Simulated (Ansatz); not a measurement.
# How V(100) screens a field

Aim: image plane and induced charge of V(100).

Program: Ansatz 0.2.0. Level of theory: plane-wave DFT, PBE, Ansatz PAW, in the first sound run; inputs show where later runs differ. Results are calculated unless marked as measured.

## (1) Set-up

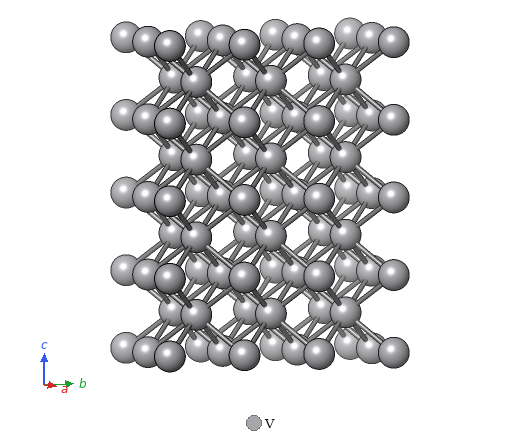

The cell as given, from the side, with the c axis up (vanadium grey). 2×3×1 cells are drawn. Some periodic images of atoms are drawn too.

The cell holds 9 atoms: 9 V. Its edges and angles: a = 3.020 Å, b = 3.020 Å, c = 30.080 Å, α = 90.0°, β = 90.0°, γ = 90.0°. Vacuum lies along c.

## (2) Single point, field 0

A sawtooth potential applies the field, turning back in the middle of the vacuum. With the dipole correction the typed value is the field outside the slab. The induced dipole is small, so the SCF threshold is tight.

The input, input.yaml:

```yaml
crystal:
  lattice:
    - [3.02, 0.0, 0.0]
    - [0.0, 3.02, 0.0]
    - [0.0, 0.0, 30.08]
  atoms:
    - { symbol: V, position: [0.0, 0.0, 0.2992021277] }
    - { symbol: V, position: [0.5, 0.5, 0.3494015957] }
    - { symbol: V, position: [0.0, 0.0, 0.3996010638] }
    - { symbol: V, position: [0.5, 0.5, 0.4498005319] }
    - { symbol: V, position: [0.0, 0.0, 0.5] }
    - { symbol: V, position: [0.5, 0.5, 0.5501994681] }
    - { symbol: V, position: [0.0, 0.0, 0.6003989362] }
    - { symbol: V, position: [0.5, 0.5, 0.6505984043] }
    - { symbol: V, position: [0.0, 0.0, 0.7007978723] }
kpoints:
  mp_grid: { grid: [18, 18, 1] }
hamiltonian:
  xc: pbe
scf:
  occupations: { method: fermi_dirac, width: 0.1 }
  convergence: { dr2_threshold: 1.0e-10 }
efield:
  axis: 3
  dipole_correction: true
  ramp_position: 0.97
  ramp_width: 0.06
  amplitude: 0
output:
  forces: true
  write_potential: true
  write_density: true
  volumetric_format: npy
```

Run with:

```
$ ansatz run input.yaml --threads 4 --pin off --max-ram 6144MiB --backend cpu --events-out ev --progress --plain --runs-dir out
```

Numbers of over 12 decimals in the logs are rounded to 6 here.

What it wrote:

```text
Engine: ansatz 0.2.0, aarch64-unknown-linux-gnu
Pseudopotentials: kind: paw
Pseudopotential: V, paw, valence charge 13, recommended cutoff 420 eV (normal), V.paw.azcp
Functional definition: PBE
  parameter kappa = 0.804
  parameter beta = 0.066725
  exchange = pbe_x(kappa = kappa, mu = beta*pi^2/3)
  correlation = pbe_c(beta = beta)
Crystal: 9 atoms, lattice volume = 274.342 Å³
Basis set: ecut = 420 eV, 5293 PW (Γ), exchange–correlation on 48×48×432 points (8 copies of the dense FFT grid, shifted against one another)
Bands: 71, of which v1, the nominal top of the filled ones, is band 59 counted from 1 (58 counted from 0)
Symmetry: 8 space group operations
k-points: 55 of 324
Non-local potential: V, projectors of the file, l = 0: 3, l = 1: 2, l = 2: 3, l = 3: 1
PAW form: soft (Blöchl's): semilocal exchange-correlation on the pseudo side does not see the compensation charge
PAW one-centre angular grid: V, 590 points (default); XC on 64 Gauss nodes
Initial density: superposition of atomic densities (neutral atoms: chi_scale 0, normalization atom), corrected by the library's trained network
Initial wavefunctions: pseudopotential atomic-orbital guess
Functional: x = pbe(κ = 0.804, μ = 0.219515), c = pbe(β = 0.066725)
SCF iter   1: F=—  HF=-26209.103156 eV  |F-HF|=—  |Δ(HF+E_count)|=         —  Δρ=2.49e-2  dr2=2.39e1  ethr=1.77e-3  p=0.000 e·Å  D=3.45e-13 V/Å  ΔV_dip=-0.00 eV  dr2_dipole=2.72e-7  V_vac-E_F(+/−)=4.15/4.15 eV  ⟨swp⟩=8.0  Hψ=15995  notcnv=0
efield: sawtooth ramp at fractional position 0.9700 (set: `efield.ramp_position`, or a place that a band, a saddle search or an elastic batch's reference lends), width 0.0600; the density the first Hamiltonian is built on has a dipole p = 0.000 e·Å; the dipole correction subtracts the counter field D = 3.45e-13 V/Å, which shifts the + side's vacuum level by -0.00 eV against the − side's; the planar-averaged density in the ramp window peaks in size at 3.0e-5 e/Å³
preconditioner: auto → LDOS  [metal: Δε(μ)=0.009 eV  Ē_g=2.724 eV  σ=0.100 eV  W_gap=0.02  n_scr=66 (ndim 8)  ℏωp=15.0 eV  f_vac=0.486  D(μ)=12.36/eV (n_scr^D=102)  β→1.0]
SCF iter   2: F=—  HF=-26208.918310 eV  |F-HF|=—  |Δ(HF+E_count)|=   1.85e-1  Δρ=1.32e-2  dr2=3.44e0  ethr=1.77e-3  p=-0.000 e·Å  D=-1.02e-5 V/Å  ΔV_dip=0.00 eV  dr2_dipole=4.18e-7  V_vac-E_F(+/−)=3.70/3.70 eV  ⟨swp⟩=3.0  Hψ=5094  notcnv=0
SCF iter   3: F=—  HF=-26208.882231 eV  |F-HF|=—  |Δ(HF+E_count)|=   3.61e-2  Δρ=3.11e-3  dr2=1.42e-1  ethr=1.77e-3  p=-0.000 e·Å  D=-7.06e-6 V/Å  ΔV_dip=0.00 eV  dr2_dipole=9.50e-8  V_vac-E_F(+/−)=3.83/3.83 eV  ⟨swp⟩=2.5  Hψ=4455  notcnv=0
SCF iter   4: F=—  HF=-26208.876534 eV  |F-HF|=—  |Δ(HF+E_count)|=   5.70e-3  Δρ=5.42e-4  dr2=1.16e-3  ethr=1.21e-4  p=-0.000 e·Å  D=-6.47e-6 V/Å  ΔV_dip=0.00 eV  dr2_dipole=1.21e-8  V_vac-E_F(+/−)=3.83/3.83 eV  ⟨swp⟩=2.0  Hψ=5554  notcnv=0
SCF iter   5: F=—  HF=-26208.876451 eV  |F-HF|=—  |Δ(HF+E_count)|=   8.27e-5  Δρ=1.82e-4  dr2=2.58e-4  ethr=9.95e-7  p=-0.000 e·Å  D=-3.15e-6 V/Å  ΔV_dip=0.00 eV  dr2_dipole=3.18e-9  V_vac-E_F(+/−)=3.83/3.83 eV  ⟨swp⟩=2.7  Hψ=7054  notcnv=0
SCF iter   6: F=—  HF=-26208.876496 eV  |F-HF|=—  |Δ(HF+E_count)|=   4.49e-5  Δρ=8.39e-5  dr2=4.47e-5  ethr=2.20e-7  p=-0.000 e·Å  D=-3.75e-7 V/Å  ΔV_dip=0.00 eV  dr2_dipole=2.19e-11  V_vac-E_F(+/−)=3.84/3.84 eV  ⟨swp⟩=2.1  Hψ=4945  notcnv=0
SCF iter   7: F=—  HF=-26208.876543 eV  |F-HF|=—  |Δ(HF+E_count)|=   4.67e-5  Δρ=3.02e-5  dr2=6.41e-6  ethr=3.82e-8  p=0.000 e·Å  D=3.26e-7 V/Å  ΔV_dip=-0.00 eV  dr2_dipole=8.32e-11  V_vac-E_F(+/−)=3.85/3.85 eV  ⟨swp⟩=2.1  Hψ=5065  notcnv=0
SCF iter   8: F=—  HF=-26208.876742 eV  |F-HF|=—  |Δ(HF+E_count)|=   2.00e-4  Δρ=1.66e-5  dr2=1.15e-6  ethr=5.48e-9  p=0.000 e·Å  D=7.82e-8 V/Å  ΔV_dip=-0.00 eV  dr2_dipole=3.01e-12  V_vac-E_F(+/−)=3.85/3.85 eV  ⟨swp⟩=2.1  Hψ=5139  notcnv=0
SCF iter   9: F=—  HF=-26208.876743 eV  |F-HF|=—  |Δ(HF+E_count)|=   1.55e-7  Δρ=5.01e-6  dr2=1.36e-7  ethr=9.85e-10  p=-0.000 e·Å  D=-8.71e-10 V/Å  ΔV_dip=0.00 eV  dr2_dipole=5.65e-12  V_vac-E_F(+/−)=3.85/3.85 eV  ⟨swp⟩=2.1  Hψ=5112  notcnv=0
SCF iter  10: F=—  HF=-26208.876743 eV  |F-HF|=—  |Δ(HF+E_count)|=   7.97e-8  Δρ=1.36e-6  dr2=7.96e-9  ethr=1.16e-10  p=-0.000 e·Å  D=-3.30e-9 V/Å  ΔV_dip=0.00 eV  dr2_dipole=3.33e-14  V_vac-E_F(+/−)=3.85/3.85 eV  ⟨swp⟩=2.2  Hψ=5376  notcnv=0
SCF iter  11: F=—  HF=-26208.876743 eV  |F-HF|=—  |Δ(HF+E_count)|=   1.84e-8  Δρ=7.56e-7  dr2=2.56e-9  ethr=6.80e-12  p=-0.000 e·Å  D=-7.26e-9 V/Å  ΔV_dip=0.00 eV  dr2_dipole=3.14e-14  V_vac-E_F(+/−)=3.85/3.85 eV  ⟨swp⟩=3.2  Hψ=7135  notcnv=0
SCF iter  12: F=—  HF=-26208.876743 eV  |F-HF|=—  |Δ(HF+E_count)|=   3.95e-9  Δρ=3.15e-7  dr2=4.35e-10  ethr=2.19e-12  p=-0.000 e·Å  D=-4.35e-9 V/Å  ΔV_dip=0.00 eV  dr2_dipole=3.72e-14  V_vac-E_F(+/−)=3.85/3.85 eV  ⟨swp⟩=2.3  Hψ=5384  notcnv=0
SCF iter  13: F=—  HF=-26208.876743 eV  |F-HF|=—  |Δ(HF+E_count)|=  3.67e-10  Δρ=1.30e-7  dr2=1.49e-10  ethr=1.00e-12  p=-0.000 e·Å  D=-9.35e-10 V/Å  ΔV_dip=0.00 eV  dr2_dipole=3.60e-15  V_vac-E_F(+/−)=3.85/3.85 eV  ⟨swp⟩=15.1  Hψ=22540  notcnv=0
SCF iter  14: F=-26208.876743 eV  HF=-26208.876743 eV  |F-HF|=9.09e-11  |Δ(HF+E_count)|=  6.91e-11  Δρ=3.47e-8  dr2=1.07e-11  ethr=1.00e-12  p=-0.000 e·Å  D=-8.72e-10 V/Å  ΔV_dip=0.00 eV  dr2_dipole=9.35e-16  V_vac-E_F(+/−)=3.85/3.85 eV  ⟨swp⟩=9.1  Hψ=19325  notcnv=0
the search or the solves at the SCF's close seem to have found levels that the self-consistency loop had missed (the run counts 1). By its estimate they hold under 1e-12 electrons; where the run keeps them, the occupations were computed again with them
SCF 1 converged in 14 iterations: F = -26208.876743 eV  dr2 = 1.07e-11
  greatest PAW one-centre occupation: 1.000 electrons in one spin orbital (limit 2), on the V atom at site 7 (counted from 0), in its partial waves of l = 0
WARN: The output density's exchange-correlation potential varies sharply where the density is thin. Do not read a vacuum level from v_tot or v_xc, or from such a field of the output density. On a cell that repeats whose density bears no net charge and no dipole along the vacuum's axis use v_es (v_loc + v_h of the components); under efield.dipole_correction with no amplitude use v_es + v_field, which holds any externa [...]
SCF converged after 14 iterations
Free energy (F): -26208.876743 eV
Harris-Foulkes:  -26208.876743 eV  (|F-HF|=9.09e-11)
Internal energy: -26208.392630 eV  (E = F + TS)
E sigma→0 (E₀):  -26208.634687 eV
Entropy (-TS):   -0.484112 eV (-53.790 meV/atom)
Fermi energy:    5.347800 eV
Dipole field:    D = 0.000000 V/Å  (p = 0.000000 e·Å, saw-weighted, corrected)
Work function:   Φ+ = 3.8535 eV   Φ− = 3.8535 eV
Levels:          The Fermi level and band energies are counted from a zero that moves with the ramp; work functions are not
--- Per-component energies (eV) ---
  E_band       = -2623.940705
  E_kinetic    = 3011.673188
  E_local      = -213779.743310  (includes V_loc(G=0)·N_el)
  E_nonlocal   = -407.378385
  E_hartree    = 105904.381265
  E_xc         = -1166.922961
  E_vxc        = -1478.654406  (∫ρ·V_xc dr)
  E_paw        = -10013.903846  (= ΣΔE_a)
  E_vpaw       = -1778.601447  (= ΣTr[D̂ρ^β])
  E_aug_tail   = 0.002381  (compensation charges beyond the density's cutoff)
  E_efield     = 0.000000  (sawtooth field / dipole correction)
  E_vefield    = 0.000000  (∫n·V_field dr)
  E_ewald      = 90243.499038
  E_smearing   = -0.484112  (= −TS)
  E_closure    = -0.000000  (closes the sum)
  Σ components = -26208.876743   (vs F -26208.876743, Δ=0.00e0)
--- Forces (eV/Å), atoms counted from 1 ---
  atom   1  V      0.00000000     0.00000000     1.14682337
  atom   2  V      0.00000000     0.00000000    -0.73022155
  atom   3  V      0.00000000     0.00000000    -0.32728029
  atom   4  V      0.00000000     0.00000000     0.18009078
  atom   5  V     -0.00000000     0.00000000     0.00000002
  atom   6  V     -0.00000000     0.00000000    -0.18009078
  atom   7  V     -0.00000000     0.00000000     0.32728027
  atom   8  V     -0.00000000     0.00000000     0.73022153
  atom   9  V     -0.00000000     0.00000000    -1.14682339
  max |Σ_I F_I| component: 3.87e-8 eV/Å
--- Band table (eV; the first three rows and the last of 55) ---
  k-point 0: bands = [... 55 lower, 5.6067, 5.6067, 5.7292, 5.7292, 5.7574, 5.8063, 5.8063, 5.8837, ... 8 higher]
  k-point 1: bands = [... 55 lower, 5.5944, 5.6525, 5.6551, 5.6753, 5.7281, 5.7795, 5.7999, 5.9065, ... 8 higher]
  k-point 2: bands = [... 55 lower, 5.4498, 5.5212, 5.5472, 5.6671, 5.7543, 5.7924, 5.8345, 5.8535, ... 8 higher]
  k-point 54: bands = [... 55 lower, 4.6811, 4.6811, 5.3082, 5.3082, 6.1281, 6.1281, 6.8885, 6.8900, ... 8 higher]
```

The job ended after 46 s (4 threads of Arm Neoverse V2, shared host; peak memory 1.1 GiB).

Reading the cycles: dr2 is the Hartree energy of the density residual (eV), the measure of convergence; HF is the Harris–Foulkes estimate of the energy, which meets the free energy F at convergence.

This run has no spin polarisation, although V can carry a moment.

Numbers from this step:

```
energy at zero smearing   : -26208.6347 eV
work function, upper face : 3.854 eV
dipole along the normal   : 5.19e-8 e·Å
```

Running mean over 1.51 Å of the planar mean; the ramp of the sawtooth is left out. Electron's electrostatic potential energy less the Fermi level against z:

| z (Å) | electron's electrostatic potential energy less the Fermi level (eV) |
| --- | --- |
| 4 | 3.85 |
| 6 | 3.77 |
| 8 | -1.26 |
| 10 | -7.82 |
| 12 | -7.77 |
| 14 | -7.72 |
| 16 | -7.72 |
| 18 | -7.77 |
| 20 | -7.80 |
| 22 | -1.85 |
| 24 | 3.75 |
| 26 | 3.85 |

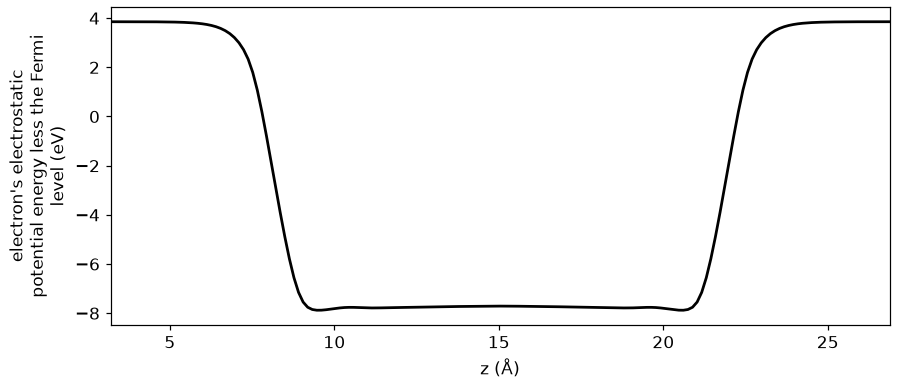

Electron's electrostatic potential energy less the Fermi level against z.

Force by atom:

| atom | x (eV/Å) | y (eV/Å) | z (eV/Å) | size |
| --- | --- | --- | --- | --- |
| V1 | 0.00 | 0.00 | 1.15 | 1.15 |
| V2 | 0.00 | 0.00 | -0.73 | 0.73 |
| V3 | 0.00 | 0.00 | -0.33 | 0.33 |
| V4 | 0.00 | 0.00 | 0.18 | 0.18 |
| V5 | 0.00 | 0.00 | 0.00 | 0.00 |
| V6 | 0.00 | 0.00 | -0.18 | 0.18 |
| V7 | 0.00 | 0.00 | 0.33 | 0.33 |
| V8 | 0.00 | 0.00 | 0.73 | 0.73 |
| V9 | 0.00 | 0.00 | -1.15 | 1.15 |

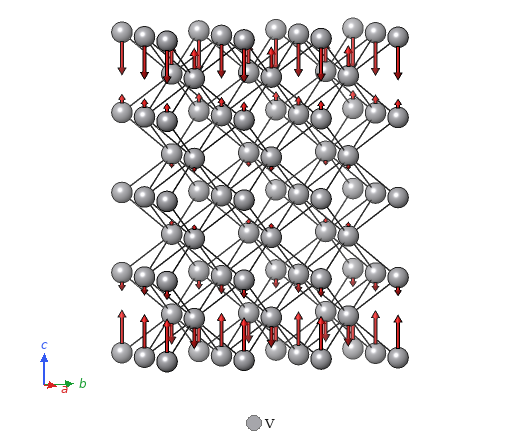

Force as arrows, the longest 1.15 eV/Å. 2×3×1 cells are drawn. Some periodic images of atoms are drawn too.

The work function of the upper face is 3.85 eV.

## (3) Atoms held, field 0.05 V/Å

Edit input.yaml of step 2 so:

```diff
@@ -27,3 +27,3 @@
   ramp_width: 0.06
-  amplitude: 0
+  amplitude: 0.05
 output:
```

What it wrote:

```text
[...]
Crystal: 9 atoms, lattice volume = 274.342 Å³
Basis set: ecut = 420 eV, 5293 PW (Γ), exchange–correlation on 48×48×432 points (8 copies of the dense FFT grid, shifted against one another)
Bands: 71, of which v1, the nominal top of the filled ones, is band 59 counted from 1 (58 counted from 0)
Symmetry: 8 space group operations
k-points: 55 of 324
[...]
k-point 0: bands = [... 55 lower, 5.6065, 5.6065, 5.7289, 5.7289, 5.7571, 5.8060, 5.8060, 5.8834, ... 8 higher]
  k-point 1: bands = [... 55 lower, 5.5941, 5.6522, 5.6548, 5.6750, 5.7278, 5.7792, 5.7997, 5.9062, ... 8 higher]
  k-point 2: bands = [... 55 lower, 5.4496, 5.5210, 5.5469, 5.6668, 5.7540, 5.7921, 5.8339, 5.8535, ... 8 higher]
  k-point 54: bands = [... 55 lower, 4.6808, 4.6808, 5.3079, 5.3079, 6.1278, 6.1278, 6.8882, 6.8897, ... 8 higher]
[key lines of the parts left out:]
SCF converged after 19 iterations
Free energy (F): -26208.877787 eV
Fermi energy:    5.347527 eV
Dipole field:    D = 0.027554 V/Å  (p = 0.041775 e·Å, saw-weighted, corrected)
```

Wall time 71 s (4 threads); peak memory 1.1 GiB; 4.7 min of CPU time.

The dipole is 0.0418 e·Å.

## (4) Atoms held, field -0.05 V/Å

Edit input.yaml of step 3 so:

```diff
@@ -27,3 +27,3 @@
   ramp_width: 0.06
-  amplitude: 0.05
+  amplitude: -0.05
 output:
```

What it wrote:

```text
[...]
Crystal: 9 atoms, lattice volume = 274.342 Å³
Basis set: ecut = 420 eV, 5293 PW (Γ), exchange–correlation on 48×48×432 points (8 copies of the dense FFT grid, shifted against one another)
Bands: 71, of which v1, the nominal top of the filled ones, is band 59 counted from 1 (58 counted from 0)
Symmetry: 8 space group operations
k-points: 55 of 324
[...]
k-point 0: bands = [... 55 lower, 5.6065, 5.6065, 5.7289, 5.7289, 5.7571, 5.8060, 5.8060, 5.8834, ... 8 higher]
  k-point 1: bands = [... 55 lower, 5.5941, 5.6522, 5.6548, 5.6750, 5.7278, 5.7792, 5.7997, 5.9062, ... 8 higher]
  k-point 2: bands = [... 55 lower, 5.4496, 5.5210, 5.5469, 5.6668, 5.7540, 5.7921, 5.8339, 5.8535, ... 8 higher]
  k-point 54: bands = [... 55 lower, 4.6808, 4.6808, 5.3079, 5.3079, 6.1278, 6.1278, 6.8882, 6.8897, ... 8 higher]
[key lines of the parts left out:]
SCF converged after 19 iterations
Free energy (F): -26208.877787 eV
Fermi energy:    5.347526 eV
Dipole field:    D = -0.027557 V/Å  (p = -0.041779 e·Å, saw-weighted, corrected)
```

Run time: 71 s. Hardware: 4 threads; peak memory 1.1 GiB; 4.7 min of CPU time.

The dipole is -0.0418 e·Å.

## (5) Single point, field 0.1 V/Å

Edit input.yaml of step 4 so:

```diff
@@ -27,3 +27,3 @@
   ramp_width: 0.06
-  amplitude: -0.05
+  amplitude: 0.1
 output:
```

What it wrote:

```text
[...]
Crystal: 9 atoms, lattice volume = 274.342 Å³
Basis set: ecut = 420 eV, 5293 PW (Γ), exchange–correlation on 48×48×432 points (8 copies of the dense FFT grid, shifted against one another)
Bands: 71, of which v1, the nominal top of the filled ones, is band 59 counted from 1 (58 counted from 0)
Symmetry: 8 space group operations
k-points: 55 of 324
[...]
k-point 0: bands = [... 55 lower, 5.6057, 5.6057, 5.7281, 5.7281, 5.7563, 5.8052, 5.8052, 5.8826, ... 8 higher]
  k-point 1: bands = [... 55 lower, 5.5933, 5.6514, 5.6540, 5.6742, 5.7270, 5.7785, 5.7988, 5.9054, ... 8 higher]
  k-point 2: bands = [... 55 lower, 5.4487, 5.5202, 5.5461, 5.6660, 5.7532, 5.7913, 5.8322, 5.8537, ... 8 higher]
  k-point 54: bands = [... 55 lower, 4.6800, 4.6800, 5.3071, 5.3071, 6.1270, 6.1270, 6.8873, 6.8890, ... 8 higher]
[key lines of the parts left out:]
SCF converged after 24 iterations
Free energy (F): -26208.880920 eV
Fermi energy:    5.346717 eV
Dipole field:    D = 0.055108 V/Å  (p = 0.083549 e·Å, saw-weighted, corrected)
```

The job ended after 82 s (4 threads; peak memory 1.1 GiB; 5.4 min of CPU time).

The dipole is 0.0835 e·Å.

## (6) Atoms held, field -0.1 V/Å

Edit input.yaml of step 5 so:

```diff
@@ -27,3 +27,3 @@
   ramp_width: 0.06
-  amplitude: 0.1
+  amplitude: -0.1
 output:
```

What it wrote:

```text
[...]
Crystal: 9 atoms, lattice volume = 274.342 Å³
Basis set: ecut = 420 eV, 5293 PW (Γ), exchange–correlation on 48×48×432 points (8 copies of the dense FFT grid, shifted against one another)
Bands: 71, of which v1, the nominal top of the filled ones, is band 59 counted from 1 (58 counted from 0)
Symmetry: 8 space group operations
k-points: 55 of 324
[...]
k-point 0: bands = [... 55 lower, 5.6057, 5.6057, 5.7281, 5.7281, 5.7563, 5.8052, 5.8052, 5.8826, ... 8 higher]
  k-point 1: bands = [... 55 lower, 5.5933, 5.6514, 5.6540, 5.6742, 5.7270, 5.7785, 5.7989, 5.9054, ... 8 higher]
  k-point 2: bands = [... 55 lower, 5.4487, 5.5202, 5.5461, 5.6660, 5.7532, 5.7913, 5.8322, 5.8537, ... 8 higher]
  k-point 54: bands = [... 55 lower, 4.6800, 4.6800, 5.3071, 5.3071, 6.1270, 6.1270, 6.8873, 6.8890, ... 8 higher]
[key lines of the parts left out:]
SCF converged after 23 iterations
Free energy (F): -26208.880920 eV
Fermi energy:    5.346720 eV
Dipole field:    D = -0.055108 V/Å  (p = -0.083550 e·Å, saw-weighted, corrected)
```

Run time: 81 s. Hardware: 4 threads; peak memory 1.1 GiB; 5.3 min of CPU time.

The dipole is -0.0835 e·Å.

## (7) Atoms held, field 0.2 V/Å

Edit input.yaml of step 6 so:

```diff
@@ -27,3 +27,3 @@
   ramp_width: 0.06
-  amplitude: -0.1
+  amplitude: 0.2
 output:
```

What it wrote:

```text
[...]
Crystal: 9 atoms, lattice volume = 274.342 Å³
Basis set: ecut = 420 eV, 5293 PW (Γ), exchange–correlation on 48×48×432 points (8 copies of the dense FFT grid, shifted against one another)
Bands: 71, of which v1, the nominal top of the filled ones, is band 59 counted from 1 (58 counted from 0)
Symmetry: 8 space group operations
k-points: 55 of 324
[...]
k-point 0: bands = [... 55 lower, 5.6024, 5.6024, 5.7248, 5.7248, 5.7531, 5.8019, 5.8019, 5.8793, ... 8 higher]
  k-point 1: bands = [... 55 lower, 5.5900, 5.6481, 5.6507, 5.6710, 5.7238, 5.7755, 5.7956, 5.9021, ... 8 higher]
  k-point 2: bands = [... 55 lower, 5.4454, 5.5169, 5.5429, 5.6627, 5.7499, 5.7880, 5.8260, 5.8539, ... 8 higher]
  k-point 54: bands = [... 55 lower, 4.6767, 4.6767, 5.3038, 5.3038, 6.1238, 6.1238, 6.8839, 6.8859, ... 8 higher]
[key lines of the parts left out:]
SCF converged after 28 iterations
Free energy (F): -26208.893454 eV
Fermi energy:    5.343446 eV
Dipole field:    D = 0.110243 V/Å  (p = 0.167141 e·Å, saw-weighted, corrected)
```

The job ended after 93 s (4 threads; peak memory 1.1 GiB; 6.1 min of CPU time).

The dipole is 0.167 e·Å.

## (8) Atoms held, field -0.2 V/Å

Edit input.yaml of step 7 so:

```diff
@@ -27,3 +27,3 @@
   ramp_width: 0.06
-  amplitude: 0.2
+  amplitude: -0.2
 output:
```

What it wrote:

```text
[...]
Crystal: 9 atoms, lattice volume = 274.342 Å³
Basis set: ecut = 420 eV, 5293 PW (Γ), exchange–correlation on 48×48×432 points (8 copies of the dense FFT grid, shifted against one another)
Bands: 71, of which v1, the nominal top of the filled ones, is band 59 counted from 1 (58 counted from 0)
Symmetry: 8 space group operations
k-points: 55 of 324
[...]
k-point 0: bands = [... 55 lower, 5.6024, 5.6024, 5.7248, 5.7248, 5.7531, 5.8019, 5.8019, 5.8793, ... 8 higher]
  k-point 1: bands = [... 55 lower, 5.5900, 5.6481, 5.6507, 5.6710, 5.7238, 5.7755, 5.7956, 5.9021, ... 8 higher]
  k-point 2: bands = [... 55 lower, 5.4454, 5.5169, 5.5429, 5.6627, 5.7499, 5.7880, 5.8260, 5.8539, ... 8 higher]
  k-point 54: bands = [... 55 lower, 4.6767, 4.6767, 5.3038, 5.3038, 6.1238, 6.1238, 6.8839, 6.8859, ... 8 higher]
[key lines of the parts left out:]
SCF converged after 28 iterations
Free energy (F): -26208.893454 eV
Fermi energy:    5.343446 eV
Dipole field:    D = -0.110242 V/Å  (p = -0.167139 e·Å, saw-weighted, corrected)
```

It took 94 s on 4 threads; peak memory 1.1 GiB; 6.2 min of CPU time.

The dipole is -0.167 e·Å.

[end of part 1 of 2]

[Logs are printed without paths, hosts, clocks, repeated set-up lines and the standing remarks that a program may print on its own settings, such as how far it seeks lower states.]

[Hosts, paths, dates, database ids (printed as entryN), source tags and the programs' standing remarks are cut or masked in the printed files.]

[Maps of the electrostatic potential energy from Ansatz leave out the sawtooth potential of an applied field or a dipole correction, so their vacuum need not be flat; planar profiles and work functions include it.]
